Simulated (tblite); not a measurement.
## Molecular dynamics of C$_{4}$H$_{10}$N (charge +1) (part 1 of 3)

The run: molecular dynamics of C$_{4}$H$_{10}$N, charge +1. Method and program: GFN2-xTB Langevin dynamics, gas phase (tblite 0.8.0).

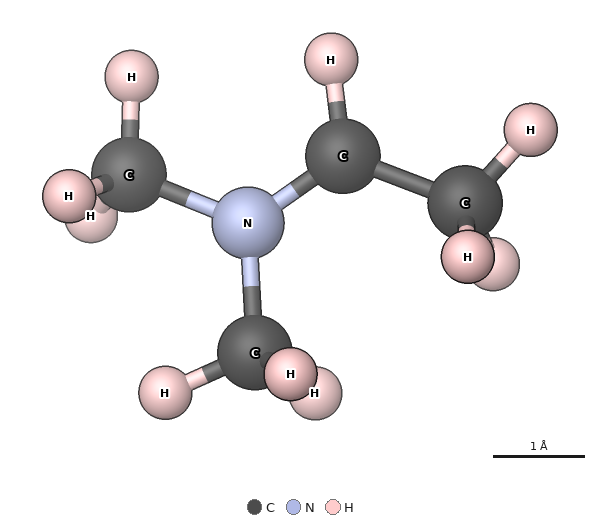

**Figure 1.** The input geometry (ball-and-stick view, seen at a tilt). Bond lengths as drawn: C–C 1.46 Å, C–H 1.08 to 1.09 Å and C–N 1.28 to 1.44 Å.

Input
```
{"job": {"kind": "md", "xc": "GFN2-xTB", "basis": "xTB", "temperature": 300, "steps": 2000, "every": 50}, "charge": 1, "multiplicity": 1}
C      1.925194    -0.468969    -0.151207
C      0.864430     0.380426     0.394248
N     -0.379527     0.222931     0.131615
C     -1.403258     1.072062     0.681826
C     -0.836663    -0.829428    -0.742958
H      2.894464    -0.199414     0.255880
H      1.966188    -0.377697    -1.239838
H      1.730088    -1.524050     0.052666
H      1.137536     1.194171     1.056454
H     -0.977941     1.839149     1.325413
H     -2.107109     0.472305     1.261676
H     -1.956645     1.554078    -0.125898
H     -0.379580    -0.735054    -1.729578
H     -1.917395    -0.784474    -0.849813
H     -0.564196    -1.808047    -0.342399
```

The first line tells a small driver script what to run in tblite; the rest is the geometry in Å.

Launch command:
```bash
OMP_NUM_THREADS=1 python <driver script> task.json out
```

The program's output
```
t/fs     T/K      E/eV
    0.0   239.3   -439.78134
   25.0   145.8   -439.42520
   50.0   316.7   -439.52750
   75.0   202.0   -439.26536
  100.0   266.3   -439.33271
  125.0   246.5   -439.36571
  150.0   220.9   -439.44169
  175.0   231.2   -439.47069
  200.0   221.5   -439.33144
  225.0   266.8   -439.36645
  250.0   261.2   -439.27964
  275.0   258.1   -439.21661
  300.0   270.4   -439.15492
  325.0   302.7   -439.19568
  350.0   410.1   -439.38843
  375.0   281.4   -439.36409
  400.0   255.1   -439.27240
  425.0   275.5   -439.19931
  450.0   257.3   -439.09837
  475.0   306.7   -439.39496
  500.0   317.5   -439.29098
  525.0   302.7   -439.25582
  550.0   319.4   -439.34645
  575.0   309.6   -439.31435
  600.0   401.3   -439.27372
  625.0   302.3   -439.10214
  650.0   333.7   -439.18516
  675.0   376.3   -439.16928
  700.0   452.7   -439.18793
  725.0   363.6   -439.23126
  750.0   367.8   -439.41586
  775.0   281.4   -439.42584
  800.0   252.9   -439.37524
  825.0   285.1   -439.38947
  850.0   246.2   -439.28016
  875.0   355.2   -439.45850
  900.0   246.4   -439.34199
  925.0   353.3   -439.44254
  950.0   247.2   -439.20586
  975.0   300.1   -439.31198
 1000.0   180.2   -439.24140
```

Trajectory as extended XYZ (Å, eV, eV/Å), 41 frames, from step=0 to step=40
```
15
Properties=species:S:1:pos:R:3:forces:R:3 step=0 time_fs=0.0 energy=-439.78134 temperature=239.3
C     1.9252   -0.4690   -0.1512   -0.0026   0.0032  -0.0011
C     0.8644    0.3804    0.3942   -0.0081   0.0016  -0.0003
N    -0.3795    0.2229    0.1316   -0.0008   0.0001   0.0008
C    -1.4033    1.0721    0.6818    0.0019   0.0004   0.0008
C    -0.8367   -0.8294   -0.7430    0.0004  -0.0057   0.0041
H     2.8945   -0.1994    0.2559    0.0036  -0.0029  -0.0034
H     1.9662   -0.3777   -1.2398   -0.0010  -0.0006  -0.0021
H     1.7301   -1.5240    0.0527    0.0011   0.0022   0.0061
H     1.1375    1.1942    1.0565    0.0000  -0.0048  -0.0004
H    -0.9779    1.8391    1.3254   -0.0007  -0.0008   0.0032
H    -2.1071    0.4723    1.2617    0.0020   0.0011  -0.0007
H    -1.9566    1.5541   -0.1259    0.0011   0.0002  -0.0021
H    -0.3796   -0.7351   -1.7296   -0.0009   0.0024  -0.0011
H    -1.9174   -0.7845   -0.8498    0.0066  -0.0025  -0.0035
H    -0.5642   -1.8080   -0.3424   -0.0025   0.0062  -0.0002
15
Properties=species:S:1:pos:R:3:forces:R:3 step=1 time_fs=25.0 energy=-439.42520 temperature=145.8
C     1.8816   -0.5080   -0.2055   -0.2697  -0.5330  -0.6985
C     0.8619    0.4154    0.3596    0.8511  -2.0593  -0.8106
N    -0.3667    0.2649    0.1239   -1.7233  -0.5572  -1.2458
C    -1.4174    1.0276    0.7267   -0.4402   0.3819   0.5067
C    -0.8265   -0.7914   -0.7823    0.1727   0.7292   0.0183
H     2.8741   -0.1738    0.0443    0.3023   0.2368  -0.0707
H     1.8017   -0.6394   -1.3476    0.0494   0.1796   1.7442
H     1.8023   -1.5353    0.2665   -0.2202   1.0030  -0.5894
H     1.0788    1.0571    1.1398    0.9212   1.4533   1.1490
H    -1.0170    1.6038    1.5697   -0.1780  -0.0183  -0.1619
H    -2.1727    0.3210    1.1100    0.1882   0.3224  -0.0769
H    -1.9445    1.7395    0.0465    0.5778  -0.6319   0.2082
H    -0.2923   -0.6955   -1.7579   -0.3869  -0.4592   0.7738
H    -1.8955   -0.6469   -0.9526    0.1660  -0.2075  -0.0790
H    -0.6501   -1.7409   -0.2509   -0.0105   0.1602  -0.6675
15
Properties=species:S:1:pos:R:3:forces:R:3 step=2 time_fs=50.0 energy=-439.52750 temperature=316.7
C     1.8518   -0.4870   -0.2127    0.1119   1.0090  -0.6244
C     0.8109    0.3969    0.3601   -0.8869   0.0469  -0.4187
N    -0.4565    0.2494    0.1108    0.4088  -0.1213  -0.4148
C    -1.4598    1.0580    0.8049   -0.3205  -1.1738  -0.5096
C    -0.9209   -0.7648   -0.8867    0.6635   0.9019   1.0431
H     2.8304   -0.0267   -0.0560   -0.0747  -0.0824  -0.0450
H     1.7180   -0.6302   -1.3267    0.0944  -0.0948   1.2396
H     1.8729   -1.4390    0.3092   -0.2085  -0.1906  -0.1934
H     1.0744    1.2764    0.9795    0.0211  -0.8034  -0.1876
H    -1.0123    1.5701    1.6288    0.2500   0.2826   0.5054
H    -2.2480    0.3727    1.1821    0.3995   0.3642  -0.1699
H    -1.9498    1.7946    0.1694    0.1293  -0.1182  -0.2725
H    -0.2062   -0.7537   -1.7362   -0.6067  -0.2463   0.5193
H    -1.9110   -0.4728   -1.2249   -0.0016  -0.1287   0.0183
H    -0.9496   -1.7437   -0.3758    0.0205   0.3548  -0.4898
15
Properties=species:S:1:pos:R:3:forces:R:3 step=3 time_fs=75.0 energy=-439.26536 temperature=202.0
C     1.8164   -0.4658   -0.2451    0.7269   0.4737   1.8766
C     0.7443    0.3071    0.3392   -1.2867   1.8864   1.5495
N    -0.5227    0.2467    0.1015    0.6853   0.2708   0.0008
C    -1.5315    1.0649    0.7087    1.8839   0.2406   0.4554
C    -1.0611   -0.6352   -0.8754   -2.0184  -0.4764   1.0922
H     2.7571   -0.0085    0.0630    0.1549   0.2291  -0.3933
H     1.8420   -0.7107   -1.2672   -0.3767  -0.2487  -1.0568
H     1.8143   -1.3441    0.3863   -0.0130  -0.9167  -0.1074
H     0.9689    1.0313    1.2118    0.0198  -1.1006  -1.3846
H    -1.1190    1.7168    1.4608    0.1433   0.1777   0.4224
H    -2.2938    0.4768    1.1027   -1.2524  -1.1276   0.8571
H    -1.9477    1.6567   -0.0425   -0.7707   1.1674  -1.2844
H    -0.3862   -0.6925   -1.6525    1.2430  -0.7065  -1.7490
H    -2.0406   -0.2915   -1.2725    0.6037  -0.0360   0.2855
H    -1.2676   -1.5980   -0.3649    0.2571   0.1667  -0.5640
15
Properties=species:S:1:pos:R:3:forces:R:3 step=4 time_fs=100.0 energy=-439.33271 temperature=266.3
C     1.7485   -0.3583   -0.1810   -0.7060  -1.8634   0.0118
C     0.6893    0.3625    0.4445   -1.2473  -0.1574  -1.1542
N    -0.5281    0.2799    0.0512   -2.3838   0.3855   0.5514
C    -1.5947    1.1263    0.6238    1.5057   0.9230   0.9498
C    -1.1563   -0.6632   -0.9032    1.5565   0.5130   0.3021
H     2.6947    0.0852   -0.1552    1.2020   0.7135   0.1726
H     1.4010   -0.5566   -1.1690    0.2898  -0.2522  -1.1393
H     1.8211   -1.3659    0.2618    0.1890   0.1521   0.0854
H     0.9122    1.1123    1.1270    0.2840   1.1415   1.3251
H    -1.1952    1.8123    1.4512   -0.4505  -0.9010  -1.1660
H    -2.4079    0.5569    1.0440   -0.0628  -0.4003   0.0972
H    -1.9970    1.7381   -0.1759   -0.0157   0.1940  -0.0708
H    -0.5344   -0.6468   -1.8177   -0.4802  -0.3446   0.2606
H    -2.1858   -0.3980   -1.1324    0.2489   0.1883   0.0489
H    -1.1513   -1.6352   -0.4197    0.0703  -0.2921  -0.2746
15
Properties=species:S:1:pos:R:3:forces:R:3 step=5 time_fs=125.0 energy=-439.36571 temperature=246.5
C     1.6668   -0.3831   -0.0989   -0.3825  -1.0970  -1.2482
C     0.5750    0.4120    0.3916   -0.4856   1.0626   1.7773
N    -0.6602    0.3512    0.0497   -0.6346   0.1356   0.1075
C    -1.7234    1.2137    0.6206    0.1919  -0.0134   0.1945
C    -0.9930   -0.6695   -0.8986   -0.5331   0.5173  -1.0485
H     2.6163    0.0828    0.1441    0.0183  -0.1391  -0.2523
H     1.4630   -0.5381   -1.2005    0.8642   0.1076   0.8796
H     1.6612   -1.4204    0.3217   -0.0157   0.7122  -0.1797
H     0.8099    1.0945    1.2135   -0.0147   0.1291  -0.2699
H    -1.2695    1.6844    1.5032   -0.2687   0.1520  -0.2568
H    -2.6383    0.6668    1.0080    1.1841   0.2461  -0.8379
H    -2.0599    2.0261   -0.0900    0.4478  -1.0744   0.5554
H    -0.3826   -0.5290   -1.8452   -0.9210  -0.2510   0.8575
H    -2.0706   -0.6527   -1.0931    0.2760   0.1297  -0.3163
H    -0.7778   -1.6282   -0.4670    0.2736  -0.6173   0.0377
15
Properties=species:S:1:pos:R:3:forces:R:3 step=6 time_fs=150.0 energy=-439.44169 temperature=220.9
C     1.5662   -0.4331   -0.0379    1.0202   1.3885  -1.4412
C     0.5349    0.4857    0.4044   -0.2502   0.0427   1.7543
N    -0.6954    0.3067    0.0934    0.2545  -0.0226  -0.3486
C    -1.7209    1.1942    0.5104   -0.7061   0.7552   0.3900
C    -1.0930   -0.6720   -0.9031    0.3178  -0.2037   1.1026
H     2.5210   -0.0798    0.4036   -0.3536  -0.5168  -0.7149
H     1.5569   -0.4244   -1.1905    0.4428  -0.0798   1.5233
H     1.3803   -1.4395    0.2540   -0.1453  -0.7738   0.2337
H     0.8022    1.2298    1.2178   -0.4923  -0.6533  -1.1975
H    -1.5120    1.6110    1.4959    0.2309   0.2611  -0.1350
H    -2.6979    0.7188    0.6248    0.1518  -0.2077  -0.2368
H    -1.8303    2.0007   -0.2358   -0.0317  -0.1447   0.3422
H    -0.7202   -0.3275   -1.8515   -0.0001  -0.2077  -0.5866
H    -2.1700   -0.6972   -0.8650   -0.2685  -0.2363  -0.4251
H    -0.6964   -1.6793   -0.6537   -0.1702   0.5989  -0.2605
15
Properties=species:S:1:pos:R:3:forces:R:3 step=7 time_fs=175.0 energy=-439.47069 temperature=231.2
C     1.6332   -0.4380   -0.0179   -1.4445   0.6411   0.8055
C     0.5004    0.3826    0.5176   -0.5744   0.0069  -1.4053
N    -0.7133    0.3344    0.0620   -0.0453  -0.6388  -0.1508
C    -1.7553    1.2700    0.4465    0.5300  -0.3018   0.8825
C    -1.1832   -0.6885   -0.9269    0.8148   0.6174   1.3497
H     2.5051   -0.2271    0.5762    0.4287   0.0634  -0.2640
H     1.6911   -0.1949   -1.0710    0.5082   0.1673  -0.2159
H     1.4233   -1.4922    0.0123   -0.1187  -0.5109   0.1317
H     0.7257    1.2469    1.1294    0.0545  -0.1909   0.3126
H    -1.5457    1.8967    1.3248    0.4970  -0.1375  -0.4297
H    -2.6347    0.7330    0.7133   -0.7657  -0.7576   0.3079
H    -2.0683    1.8741   -0.3703    0.1489   0.6558  -0.8480
H    -0.8273   -0.3927   -1.9001   -0.0924   0.0529  -0.3849
H    -2.2525   -0.8035   -0.8784   -0.3322   0.3828  -0.1811
H    -0.7963   -1.6743   -0.6919    0.3910  -0.0501   0.0899
15
Properties=species:S:1:pos:R:3:forces:R:3 step=8 time_fs=200.0 energy=-439.33144 temperature=221.5
C     1.6025   -0.4281   -0.0324   -3.3057  -1.7157   1.5967
C     0.4090    0.3372    0.4611    0.1922  -0.4909  -1.6395
N    -0.7979    0.2802    0.0008    1.7929   0.0671   0.1004
C    -1.7118    1.2848    0.3688   -2.2478  -0.1683   0.3881
C    -1.1783   -0.7137   -0.9218   -0.5838  -1.1914  -1.3854
H     2.3410   -0.3437    0.7126    1.1285   0.0190   0.4123
H     1.8836   -0.1567   -0.9964    0.5879   0.7176  -1.4140
H     1.2560   -1.5087   -0.1316    0.6708   0.9264   0.1647
H     0.5450    1.1064    1.1624    0.5391   0.7908   0.9030
H    -1.3275    2.0857    0.9722    0.4949   0.2401   0.0789
H    -2.5387    0.8419    0.9485    0.1278  -0.1211   0.1558
H    -2.2665    1.7047   -0.4735    0.4563   0.0369  -0.3515
H    -0.8353   -0.5438   -1.9683   -0.1916   0.3370   0.6116
H    -2.2573   -0.8988   -0.9586    0.0463   0.5225   0.0598
H    -0.7706   -1.6981   -0.6865    0.2920   0.0300   0.3191
15
Properties=species:S:1:pos:R:3:forces:R:3 step=9 time_fs=225.0 energy=-439.36645 temperature=266.8
C     1.5446   -0.5087   -0.0661   -0.4746  -0.1967   2.1119
C     0.4354    0.3860    0.3427    0.7661   0.0180   0.3873
N    -0.7676    0.2375   -0.0681    0.6988   1.1253   0.4890
C    -1.7171    1.2193    0.3020   -2.8183   0.9479  -0.2723
C    -1.1720   -0.7077   -1.0088   -0.6908  -1.9087  -1.0466
H     2.4194   -0.5096    0.6489   -1.0319   0.1395  -0.9138
H     1.8125   -0.1945   -1.0254    0.9263   0.5794  -1.4781
H     1.1579   -1.5169   -0.2139    0.1818  -0.1662   0.2650
H     0.5988    1.2706    0.9870    0.2164  -0.7304  -0.2531
H    -1.3128    2.1939    0.5706    0.2918  -0.2076   0.0669
H    -2.4300    0.9340    1.1184    0.8795  -0.2274  -0.2869
H    -2.4588    1.4249   -0.5290    0.9504  -0.2314   0.4501
H    -0.7808   -0.5685   -2.0218    0.1209   0.4720   0.0979
H    -2.2547   -0.7357   -1.0869   -0.1824   0.1445  -0.0122
H    -0.8902   -1.7500   -0.7921    0.1659   0.2418   0.3948
15
Properties=species:S:1:pos:R:3:forces:R:3 step=10 time_fs=250.0 energy=-439.27964 temperature=261.2
C     1.4830   -0.6708   -0.1550    0.7175   2.6799  -0.0595
C     0.4609    0.3560    0.2075    0.4636   0.2072   1.6500
N    -0.7730    0.3359   -0.1403   -0.5299  -0.7889  -0.4146
C    -1.8542    1.1943    0.3433    0.3595   0.7945  -0.3025
C    -1.1678   -0.6996   -1.0837   -0.5846  -0.2361  -0.0223
H     2.3454   -0.6332    0.5440   -0.4892   0.2387  -0.6325
H     1.7943   -0.4260   -1.1886    0.2963   0.0109   0.3721
H     1.1755   -1.6547   -0.2203   -1.0363  -1.8660   0.0833
H     0.7910    1.1295    0.9588   -0.4298  -0.6794  -0.8797
H    -1.5558    2.2429    0.3131    0.3281   0.0625   0.0652
H    -2.2593    1.0481    1.3476    0.6805  -0.6153   0.0850
H    -2.7301    1.1502   -0.2890   -0.0085  -0.3252  -0.4470
H    -0.7610   -0.6302   -2.0837    0.5487   0.6237  -0.1834
H    -2.2415   -0.6854   -1.2540   -0.1022  -0.1115   0.3335
H    -0.8525   -1.6934   -0.7641   -0.2138   0.0050   0.3525
15
Properties=species:S:1:pos:R:3:forces:R:3 step=11 time_fs=275.0 energy=-439.21661 temperature=258.1
C     1.3590   -0.6942   -0.2071   -0.6206  -0.3251  -1.1673
C     0.4379    0.3926    0.1736   -1.0668  -2.1264  -1.4260
N    -0.7933    0.3511   -0.2518    2.1076  -1.2367   0.0188
C    -1.7307    1.1698    0.3779   -0.7579   1.9469  -0.5937
C    -1.2127   -0.7205   -1.1233   -0.9750   0.6223  -1.6675
H     2.2398   -0.5743    0.3231    1.9807   0.3846   0.7730
H     1.6036   -0.7844   -1.3018   -0.4003   0.3082   0.9012
H     1.0182   -1.7016    0.0858   -0.4432   0.3701  -0.1769
H     0.7399    1.0798    0.9160    0.1486   0.7588   0.4152
H    -1.3485    2.1915    0.4832    0.1132  -0.0188   0.0448
H    -1.9835    0.8472    1.3496   -0.2398  -0.6375   1.2222
H    -2.6525    1.2773   -0.1654   -0.4337  -0.1747  -0.4629
H    -0.6740   -0.8764   -2.0878    0.3139   0.7646   0.6992
H    -2.2455   -0.5098   -1.4977    0.5656  -0.3132   0.7316
H    -1.1254   -1.6980   -0.6874   -0.2922  -0.3232   0.6882
15
Properties=species:S:1:pos:R:3:forces:R:3 step=12 time_fs=300.0 energy=-439.15492 temperature=270.4
C     1.4412   -0.7072   -0.2036    0.8372  -2.0396  -0.8066
C     0.4705    0.3285    0.0810   -0.2816   0.0310  -0.0481
N    -0.7859    0.2984   -0.2622    0.9097  -0.2073   0.4485
C    -1.6465    1.2704    0.3697   -1.3158   0.0716  -0.0050
C    -1.3277   -0.7274   -1.1421    1.5032   0.4351  -1.4850
H     2.5049   -0.4411    0.0320   -1.1478  -0.0590  -0.2360
H     1.3541   -1.0029   -1.3012    0.3287   0.3682   1.0210
H     1.2600   -1.7476    0.2929   -0.0373   1.8026  -0.4913
H     0.8643    1.2318    0.5724   -0.4843  -0.4664   0.0409
H    -1.2064    2.2552    0.4792    0.4678   0.0338  -0.0907
H    -1.8534    0.9232    1.4225   -0.2878   0.2401  -1.1045
H    -2.5785    1.4646   -0.2350    0.7426  -0.6269   0.7964
H    -0.5362   -0.9494   -1.9302   -0.5446   0.2534   0.7688
H    -2.1318   -0.3134   -1.7594   -0.2795  -0.2343   0.7133
H    -1.5130   -1.7185   -0.7337   -0.4106   0.3975   0.4782
```
